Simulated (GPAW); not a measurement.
**ZrCu2P2 (P-3m1): the Cu K absorption edge**

Aim: the near-edge shape at the Cu K edge of ZrCu2P2 (P-3m1), and what the core hole does to it.

Main program and level: GPAW 26.7.0; X-ray absorption from dipole matrix elements to empty bands, plane-wave PAW LDA.

### Step 1. The starting structure

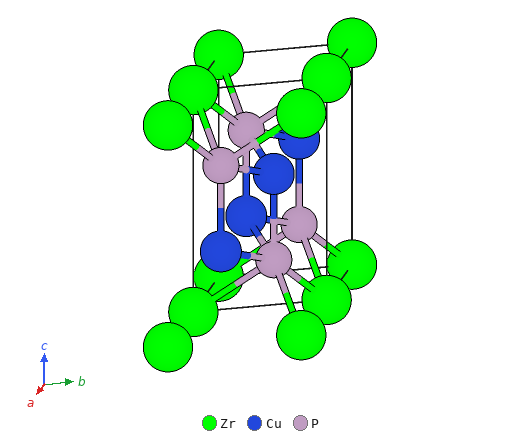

The cell as given, slightly off an axis (zirconium green, copper blue, phosphorus pink). 2×1×1 cells are drawn. Bonds to atoms that aren't drawn are left out. Some periodic images of atoms are drawn too.

Structure file:

```
Zr Cu P
1.0
     3.79715    0.00000    0.00000
    -1.89858    3.28843    0.00000
     0.00000    0.00000    6.15259
Zr Cu P
1 2 2
Direct
  0.00000 0.00000 0.00000
  0.33333 0.66667 0.63889
  0.66667 0.33333 0.36111
  0.33333 0.66667 0.25217
  0.66667 0.33333 0.74783
```

### Step 2. Ground state of the crystal

A plain self-consistent run shows whether there is a gap, which decides the set-up of the core-hole run.

scf.py reads:

```python
import numpy as np
from ase import Atoms
from ase.parallel import parprint, paropen
from gpaw import GPAW, PW, FermiDirac, Mixer, MixerDif, setup_paths
from gpaw.test import gen
setup_paths.insert(0, '.')
gen('Cu', name='nch1s', xcname='LDA', corehole=(1, 0, 0), write_xml=True)
from gpaw.mpi import world
world.barrier()

atoms = Atoms('ZrCu2P2',
    cell=[[3.79715394, 0, 0],
     [-1.89857697, 3.28843177, 0],
     [0, 0, 6.15259226]],
    scaled_positions=[[0, 0, 0],
     [0.33333333, 0.66666667, 0.63888812],
     [0.66666667, 0.33333333, 0.36111188],
     [0.33333333, 0.66666667, 0.25217355],
     [0.66666667, 0.33333333, 0.74782645]],
    pbc=True)
atoms.calc = calc = GPAW(legacy_gpaw=True, mode=PW(430, force_complex_dtype=True), xc='LDA', setups={1: 'nch1s'},
    kpts={'size': (8, 8, 4), 'gamma': True}, occupations=FermiDirac(0.05),
    charge=0, mixer=Mixer(0.1, 5, 50), maxiter=150,
    convergence={'density': 0.0001, 'eigenstates': 1e-6}, txt='scf.txt')
energy = atoms.get_potential_energy() + calc.get_reference_energy()
ef = calc.get_fermi_level()
out = dict(energy=energy, fermi=ef, forces=atoms.get_forces().tolist())
parprint(f'all-electron energy {energy:.4f} eV, Fermi level {ef:.4f} eV')
ev = np.array([[calc.get_eigenvalues(k, s) for k in range(len(calc.get_ibz_k_points()))] for s in range(calc.get_number_of_spins())])
out['homo'], out['lumo'], out['counts'] = ev[ev < ef].max(), ev[ev > ef].min(), sorted(set((ev < ef).sum((0, 2)).tolist()))
out['filled'] = (ev[:, 0] < ef).sum(1).tolist()
import json
with paropen('out.json', 'w') as f:
    json.dump(out, f)
```

Command:

```sh
OMP_NUM_THREADS=1 mpirun -n 4 gpaw python scf.py
```

Numbers of over 12 decimals in the logs are rounded to 6 here.

The log of the run:

```text
Input parameters:
  convergence: {density: 0.0001,
                eigenstates: 1e-06}
  kpts: {gamma: True,
         size: (8, 8, 4)}
  maxiter: 150
  mixer: {backend: pulay,
          beta: 0.1,
          method: separate,
          nmaxold: 5,
          weight: 50}
  mode: {ecut: 430.0,
         force_complex_dtype: True,
         name: pw}
  occupations: {fixmagmom: False,
                name: fermi-dirac,
                width: 0.05}
  setups: {1: nch1s}

Initialize ...

[... PAW data sets ...]

Reference energy: -206233.968410  # eV

Spin-paired calculation

[... convergence settings ...]
Symmetries present (total): 2
  [... symmetry matrices ...]

256 k-points: 8 x 8 x 4 Monkhorst-Pack grid + [1/16,1/16,1/8]
78 k-points in the irreducible part of the Brillouin zone
       k-points in crystal coordinates                weights
   0:     0.00000000    0.00000000    0.00000000          1/256
   1:     0.00000000    0.00000000    0.25000000          2/256
   2:     0.00000000    0.00000000    0.50000000          1/256
   3:     0.00000000    0.12500000   -0.25000000          2/256
   4:     0.00000000    0.12500000    0.00000000          2/256
   5:     0.00000000    0.12500000    0.25000000          2/256
   6:     0.00000000    0.12500000    0.50000000          2/256
   7:     0.00000000    0.25000000   -0.25000000          2/256
   8:     0.00000000    0.25000000    0.00000000          2/256
   9:     0.00000000    0.25000000    0.25000000          2/256
          ...
  77:     0.50000000    0.50000000    0.50000000          2/256

Wave functions: Plane wave expansion
  Cutoff energy: 430.000 eV
  Number of coefficients (min, max): 1538, 1578
  Pulay-stress correction: 0.000000 eV/Ang^3 (de/decut=0.000000)
  Using FFTW library
  Wavefunction extrapolation:
    Improved wavefunction reuse through dual PAW basis

Occupation numbers: Fermi-Dirac:
  width: 0.0500  # eV

Eigensolver
   Davidson(niter=2)

Densities:
  Coarse grid: 20*20*30 grid
  Fine grid: 40*40*60 grid
  Total Charge: 0.000000

Density mixing:
  Method: separate
  Backend: pulay
  Linear mixing parameter: 0.1
  old densities: 5
  Width of damping distribution: 1.1
  Damping of long wavelength oscillations: 50

[... Hamiltonian set-up ...]
Number of atoms: 5
Number of atomic orbitals: 39
Number of bands in calculation: 31
Number of valence electrons: 44
Bands to converge: occupied

... initialized

Initializing position-dependent things.

Density initialized from atomic densities
Creating initial wave functions:
  31 bands from LCAO basis set

        Cu  P

        P   Cu

       Zr

Atomic positions and initial magnetic moments

Positions:
   0 Zr     0.000000    0.000000    0.000000    ( 0.0000,  0.0000,  0.0000)
   1 Cu    -0.000000    2.192288    3.930818    ( 0.0000,  0.0000,  0.0000)
   2 Cu     1.898577    1.096144    2.221774    ( 0.0000,  0.0000,  0.0000)
   3 P     -0.000000    2.192288    1.551521    ( 0.0000,  0.0000,  0.0000)
   4 P      1.898577    1.096144    4.601071    ( 0.0000,  0.0000,  0.0000)

Unit cell:
           periodic     x           y           z      points  spacing
  1. axis:    yes    3.797154    0.000000    0.000000    20     0.1644
  2. axis:    yes   -1.898577    3.288432    0.000000    20     0.1644
  3. axis:    yes    0.000000    0.000000    6.152592    30     0.2051

  Lengths:   3.797154   3.797154   6.152592
  Angles:   90.000000  90.000000 120.000000

Effective grid spacing dv^(1/3) = 0.1857

iter:   1   -37.743614
iter:   2   -33.848816   -0.55  -1.16
iter:   3   -33.332674   -1.47  -1.30
iter:   4   -33.091476   -1.57  -1.43
iter:   5   -33.041406   -1.81  -1.61
iter:   6   -33.029968   -2.88  -1.97
iter:   7   -33.031231c  -2.63  -2.28
iter:   8   -33.018981c  -3.29  -2.60
iter:   9   -33.018840c  -4.39  -3.03
iter:  10   -33.018813c  -5.32  -3.18
iter:  11   -33.018809c  -5.76  -3.30
iter:  12   -33.018814c  -5.02  -3.37
iter:  13   -33.018777c  -5.55  -3.57
iter:  14   -33.018774c  -5.95  -3.57
iter:  15   -33.018770c  -6.94c -3.74
iter:  16   -33.018764c  -5.85  -3.93
iter:  17   -33.018763c  -7.21c -4.46c

Converged after 17 iterations.

Dipole moment: (0.000000, -0.000000, 0.000000) |e|*Ang

Energy contributions relative to reference atoms: (reference = -206233.968410)

Kinetic:         -7.481544
Potential:       +2.397798
External:        +0.000000
XC:             -28.374744
Entropy (-ST):   -0.008936
Local:           +0.444195
SIC:             +0.000000
--------------------------
Free energy:    -33.023231
Extrapolated:   -33.018763

Showing only first 2 kpts
 Kpt  Band  Eigenvalues  Occupancy
  0    20      9.20882    0.03022
  0    21      9.20883    0.03022
  0    22      9.29643    0.00531
  0    23      9.70722    0.00000

  1    20      9.10750    0.20852
  1    21      9.10751    0.20849
  1    22      9.46351    0.00019
  1    23      9.46352    0.00019

Fermi level: 8.99996

No gap
No difference between direct/indirect transitions

Forces in eV/Ang:
  0 Zr    0.00000    0.00000    0.00000
  1 Cu    0.00000   -0.00000    0.09239
  2 Cu    0.00000    0.00000   -0.09239
  3 P     0.00000   -0.00000    0.02311
  4 P     0.00000    0.00000   -0.02311
Scalar-relativistic atomic LDA calculation for Cu (Copper, Z=29)
Core hole in 1s state (1s occupation: 2.0)
600 radial gridpoints.
|------------------------------------------------|
|------------------------------------------------|
[... the atom generator's iteration count ...]

Energy contributions:
-------------------------
Kinetic:    +1675.285700
XC:           -64.895881
Potential:  -3262.312180
-------------------------
Total:      -1651.922361

state      eigenvalue         ekin         rmax
-----------------------------------------------
1s^2.0 :  -324.467727   418.664247        0.034
2s^2.0 :   -38.956231    78.634526        0.197
2p^6.0 :   -33.679353    76.825479        0.158
3s^2.0 :    -4.193271    17.288793        0.614
3p^6.0 :    -2.647366    15.189343        0.619
3d^10.0:    -0.195673     9.285239        0.600
4s^1.0 :    -0.178486     1.169252        2.257
4p^0.0 :    -0.028757     0.396770        3.504
-----------------------------------------------
(units: Bohr and Hartree)

Generating PAW setup
Kinetic energy of the core from tauc = 1596.294566
Cutoffs:
rc(s)=2.200
rc(p)=2.200
rc(d)=2.000
rc(vbar)=1.800
rc(comp)=2.000
rc(nct)=2.200

Kinetic energy of the core states: 1581.264061
Charge: 0.0
Core electrons: 18.0
Valence electrons: 11.0
Pseudo-core charge: 0.387458
Shape function alpha=2.500
Pseudo-electron charge 4.216968
state    eigenvalue         norm
--------------------------------
4s(1) :    -0.178486     1.057125
*s    :     0.821514
4p(0) :    -0.028757     1.001617
*p    :     0.971243
3d(10):    -0.195673     0.277238
*d    :     0.804327
--------------------------------

Diagonalizing with gridspacing h=0.050

state   all-electron     PAW
-------------------------------
4s:      -0.178486    -0.178572
4p:      -0.028757    -0.028678
3d:      -0.195673    -0.196155
*f:                    0.071609
-------------------------------
all-electron energy -206266.9872 eV, Fermi level 9.0000 eV
```

Elapsed: 27 s, on 4 MPI ranks of Arm Neoverse V1, shared host; peak memory 0.22 GiB.

The mesh shows no gap, so the system is treated as a metal and the core electron is put at the Fermi level (neutral cell).

### Step 3. Spectrum without a core hole, Cu atom 2

This cheap baseline ignores the attraction of the hole: it shows the absorber's empty states as they are in the ground state. The data set with a hole of occupation 0 only carries the core orbital.

The absorber has 3 P at 2.29 Å and 1 P at 2.38 Å (distorted tetrahedral, site symmetry 3m).

xas.py reads:

```python
import numpy as np
from ase import Atoms
from ase.parallel import parprint, paropen
from gpaw import GPAW, PW, FermiDirac, Mixer, MixerDif, setup_paths
from gpaw.test import gen
setup_paths.insert(0, '.')
gen('Cu', name='nch1s', xcname='LDA', corehole=(1, 0, 0), write_xml=True)
from gpaw.mpi import world
world.barrier()

atoms = Atoms('ZrCu2P2',
    cell=[[3.79715394, 0, 0],
     [-1.89857697, 3.28843177, 0],
     [0, 0, 6.15259226]],
    scaled_positions=[[0, 0, 0],
     [0.33333333, 0.66666667, 0.63888812],
     [0.66666667, 0.33333333, 0.36111188],
     [0.33333333, 0.66666667, 0.25217355],
     [0.66666667, 0.33333333, 0.74782645]],
    pbc=True)
atoms.calc = calc = GPAW(legacy_gpaw=True, mode=PW(430, force_complex_dtype=True), xc='LDA', setups={1: 'nch1s'},
    kpts={'size': (10, 10, 6), 'gamma': True}, occupations=FermiDirac(0.1),
    charge=0, mixer=Mixer(0.1, 5, 50), maxiter=150,
    convergence={'density': 0.0001, 'eigenstates': 1e-6}, txt='scf.txt')
energy = atoms.get_potential_energy() + calc.get_reference_energy()
ef = calc.get_fermi_level()
out = dict(energy=energy, fermi=ef, forces=atoms.get_forces().tolist())
parprint(f'all-electron energy {energy:.4f} eV, Fermi level {ef:.4f} eV')
ev = np.array([[calc.get_eigenvalues(k, s) for k in range(len(calc.get_ibz_k_points()))] for s in range(calc.get_number_of_spins())])
out['homo'], out['lumo'], out['counts'] = ev[ev < ef].max(), ev[ev > ef].min(), sorted(set((ev < ef).sum((0, 2)).tolist()))
out['filled'] = (ev[:, 0] < ef).sum(1).tolist()

from ase.units import Ha
from gpaw.xas import dipole_matrix_elements
nb = int(calc.get_number_of_electrons() / 2) + 54
top, nb = nb, nb + 8 + nb // 12
nscf = calc.fixed_density(kpts={'size': (8, 8, 4), 'gamma': True}, nbands=nb,
    convergence={'bands': top, 'eigenstates': 1e-5}, maxiter=60, txt='nscf.txt')
cell = atoms.cell.array
ops = [cell.T @ U.T @ np.linalg.inv(cell.T) for U in nscf.wfs.kd.symmetry.op_scc]
E = np.arange(-25, 34, 0.1)
fwhm = np.interp(E, [4, 25], [1.55, 3.5])
Y, X, zero, highest = 0, 0, 1e9, 1e9
for spin in range(nscf.get_number_of_spins()):
    wfs = nscf.wfs
    A = dipole_matrix_elements(wfs.setups[1])
    eps = np.zeros((wfs.kd.nibzkpts, nb))
    d = np.zeros((3, A.shape[1], wfs.kd.nibzkpts, nb), complex)
    for kpt in wfs.kpt_u:
        if kpt.s == spin and 1 in kpt.P_ani:
            eps[kpt.k] = kpt.eps_n * Ha
            d[:, :, kpt.k] = (kpt.weight * wfs.nspins / 2) ** 0.5 * np.inner(A, kpt.P_ani[1])
    world.sum(eps)
    world.sum(d)
    T = np.einsum('amkn,bmkn->abkn', d, d.conj()).real
    T = sum(np.einsum('ai,ijkn,bj->abkn', R, T, R) for R in ops) / len(ops)
    empty = eps > ef
    zero, highest = min(zero, eps[empty].min()), min(highest, eps[:, top - 1].min())
    lines = [(eps, T, empty)] if spin == 0 else lines + [(eps, T, empty)]
for eps, T, empty in lines:
    f = np.einsum('aakn->akn', T).reshape(3, -1)
    x = eps.ravel() - zero
    w = np.interp(x, E, fwhm) / 2.35482
    g = np.exp(-0.5 * ((E[:, None] - x) / w) ** 2) / (w * (2 * np.pi) ** 0.5)
    Y = Y + (f * empty.ravel()) @ g.T
    X = X + (f * ~empty.ravel()) @ g.T
out.update(E=E.round(2).tolist(), xas=Y.tolist(), xes=X.tolist(), zero=zero, valid=highest - zero, nk=len(eps), nb=nb)
for i in range(0, len(E), 10):
    parprint(f'{E[i]:7.2f}', *(f'{v:10.3e}' for v in Y[:, i]))
import json
with paropen('out.json', 'w') as f:
    json.dump(out, f)
```

Command:

```sh
OMP_NUM_THREADS=1 mpirun -n 4 gpaw python xas.py
```

The log of the run:

```text
Input parameters:
  convergence: {density: 0.0001,
                eigenstates: 1e-06}
  kpts: {gamma: True,
         size: (10, 10, 6)}
  maxiter: 150
  mixer: {backend: pulay,
          beta: 0.1,
          method: separate,
          nmaxold: 5,
          weight: 50}
  mode: {ecut: 430.0,
         force_complex_dtype: True,
         name: pw}
  occupations: {fixmagmom: False,
                name: fermi-dirac,
[...]
*d    :     0.804327
--------------------------------

Diagonalizing with gridspacing h=0.050

state   all-electron     PAW
-------------------------------
4s:      -0.178486    -0.178572
4p:      -0.028757    -0.028678
3d:      -0.195673    -0.196155
*f:                    0.071609
-------------------------------
all-electron energy -206266.9934 eV, Fermi level 8.9048 eV
[...]
32.00  2.332e-07  2.332e-07  1.935e-07
  33.00  2.208e-07  2.208e-07  1.949e-07
[key lines of the parts left out:]
Converged after 14 iterations.
Dipole moment: (0.000000, -0.000000, -0.000000) |e|*Ang
Free energy:    -33.037895
Fermi level: 8.90479
```

The job ended after 77 s (4 MPI ranks; peak memory 0.39 GiB; 5.1 min of CPU time).

The Cu K spectrum, Cu atom 2, no core hole (energy from the lowest empty level; intensity scaled to a mean of 1 over the first 20 eV; polarised curves are means over the symmetry-equivalent atoms):

```
E (eV)  isotropic  ε ⊥ c  ε ∥ c
  -2.0       0.00   0.00   0.00
  -0.5       0.05   0.03   0.08
   1.0       0.22   0.21   0.25
   2.5       0.45   0.53   0.29
   4.0       0.66   0.75   0.47
   5.5       0.94   0.98   0.84
   7.0       1.20   1.00   1.62
   8.5       1.20   0.97   1.66
  10.0       1.04   1.07   0.97
  11.5       1.04   1.08   0.95
  13.0       1.19   1.27   1.01
  14.5       1.31   1.34   1.25
  16.0       1.38   1.38   1.39
  17.5       1.23   1.19   1.31
  19.0       1.21   1.18   1.29
  20.5       1.29   1.29   1.28
  22.0       1.33   1.35   1.27
  23.5       1.39   1.36   1.44
  25.0       1.35   1.29   1.47
  26.5       1.25   1.20   1.36
  28.0       1.29   1.29   1.27
  29.5       1.40   1.48   1.23
  31.0       1.42   1.53   1.21
```

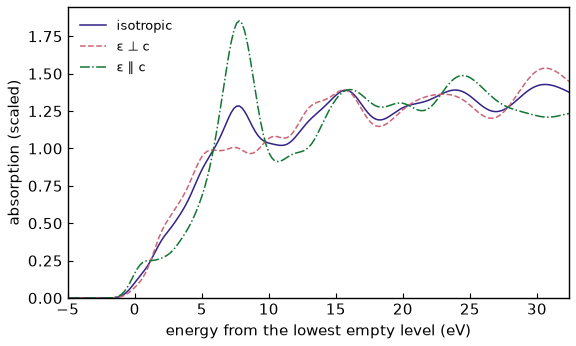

The Cu K edge, Cu atom 2, no core hole: main maxima at 7.8, 15.8 and 24.0 eV.

Main maxima below 30 eV (height): 7.8 eV (1.28), 15.8 eV (1.39) and 24.0 eV (1.39). A K edge sees empty p states on the absorber.

The same matrix elements for filled bands give the Cu K emission of Cu atom 2 (ground-state approximation; energy from the lowest empty level, largest value 1):

```
E (eV)  emission
 -24.0      0.00
 -22.5      0.00
 -21.0      0.00
 -19.5      0.00
 -18.0      0.00
 -16.5      0.00
 -15.0      0.00
 -13.5      0.01
 -12.0      0.23
 -10.5      0.22
  -9.0      0.00
  -7.5      0.06
  -6.0      0.44
  -4.5      0.99
  -3.0      0.72
  -1.5      0.72
   0.0      0.16
   1.5      0.00
   3.0      0.00
```

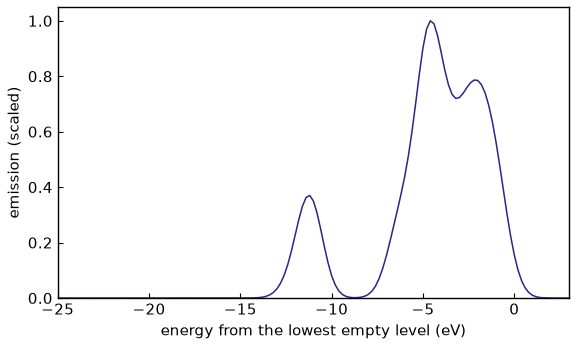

X-ray emission from the filled bands.

Emission maxima: -11.2 eV (0.37), -4.6 eV (1.00) and -2.2 eV (0.79).

### Step 4. Supercell without a hole, the energy reference

The photon energy needs a difference of total energies, so the cell and mesh of the coming hole run are first run without a hole.

Edit scf.py of step 2 so:

```diff
@@ -10,14 +10,24 @@
 
-atoms = Atoms('ZrCu2P2',
-    cell=[[3.79715394, 0, 0],
-     [-1.89857697, 3.28843177, 0],
-     [0, 0, 6.15259226]],
+atoms = Atoms('Zr3Cu6P6',
+    cell=[[5.69573091, 3.28843177, 0],
+     [0, -6.57686354, 0],
+     [1.89857697, 3.28843177, -6.15259226]],
     scaled_positions=[[0, 0, 0],
-     [0.33333333, 0.66666667, 0.63888812],
-     [0.66666667, 0.33333333, 0.36111188],
-     [0.33333333, 0.66666667, 0.25217355],
-     [0.66666667, 0.33333333, 0.74782645]],
+     [0.33333333, 0.66666667, 0],
+     [0.66666667, 0.33333333, 0],
+     [0.21296271, 0.45370396, 0.36111188],
+     [0.54629604, 0.12037063, 0.36111188],
+     [0.87962937, 0.78703729, 0.36111188],
+     [0.45370396, 0.87962937, 0.63888812],
+     [0.78703729, 0.54629604, 0.63888812],
+     [0.12037063, 0.21296271, 0.63888812],
+     [0.08405785, 0.58260882, 0.74782645],
+     [0.41739118, 0.24927548, 0.74782645],
+     [0.75072452, 0.91594215, 0.74782645],
+     [0.58260882, 0.75072452, 0.25217355],
+     [0.91594215, 0.41739118, 0.25217355],
+     [0.24927548, 0.08405785, 0.25217355]],
     pbc=True)
-atoms.calc = calc = GPAW(legacy_gpaw=True, mode=PW(430, force_complex_dtype=True), xc='LDA', setups={1: 'nch1s'},
-    kpts={'size': (8, 8, 4), 'gamma': True}, occupations=FermiDirac(0.05),
+atoms.calc = calc = GPAW(legacy_gpaw=True, mode=PW(430, force_complex_dtype=True), xc='LDA', setups={3: 'nch1s'},
+    kpts={'size': (5, 5, 5), 'gamma': True}, occupations=FermiDirac(0.1),
     charge=0, mixer=Mixer(0.1, 5, 50), maxiter=150,
```

Command:

```sh
OMP_NUM_THREADS=1 mpirun -n 4 gpaw python scf.py
```

The log of the run:

```text
Input parameters:
  convergence: {density: 0.0001,
                eigenstates: 1e-06}
  kpts: {gamma: True,
         size: (5, 5, 5)}
  maxiter: 150
  mixer: {backend: pulay,
          beta: 0.1,
          method: separate,
          nmaxold: 5,
          weight: 50}
  mode: {ecut: 430.0,
         force_complex_dtype: True,
         name: pw}
  occupations: {fixmagmom: False,
                name: fermi-dirac,
[...]
*s    :     0.821514
4p(0) :    -0.028757     1.001617
*p    :     0.971243
3d(10):    -0.195673     0.277238
*d    :     0.804327
--------------------------------

Diagonalizing with gridspacing h=0.050

state   all-electron     PAW
-------------------------------
4s:      -0.178486    -0.178572
4p:      -0.028757    -0.028678
3d:      -0.195673    -0.196155
*f:                    0.071609
-------------------------------
all-electron energy -618800.9979 eV, Fermi level 8.8791 eV
[key lines of the parts left out:]
Converged after 17 iterations.
Dipole moment: (0.000000, 0.000000, 0.000000) |e|*Ang
Free energy:    -99.124590
Fermi level: 8.87906
```

Elapsed: 3.4 min, on 4 MPI ranks; peak memory 0.47 GiB; 14 min of CPU time.

Reference energy: -618800.998 eV with the cores included.

(Continued in part 2 of 2.)

[Banner, clock and machine lines of the logs are left out without a mark of their own.]

[Logs are printed without paths, hosts, clocks, repeated set-up lines and the standing remarks that a program may print on its own settings, such as how far it seeks lower states.]

[Hosts, paths, dates, database ids (printed as entryN), source tags and the programs' standing remarks are cut or masked in the printed files.]

[Lists of maxima count a maximum above −3 eV only where it reaches 4 % of the highest in the window and stands out from its surroundings by 2 % of it (1.5 % where it reaches 55 %); shoulders and weaker maxima are passed over, and of the rest the first, up to two pre-edge ones and the few strongest are named.]
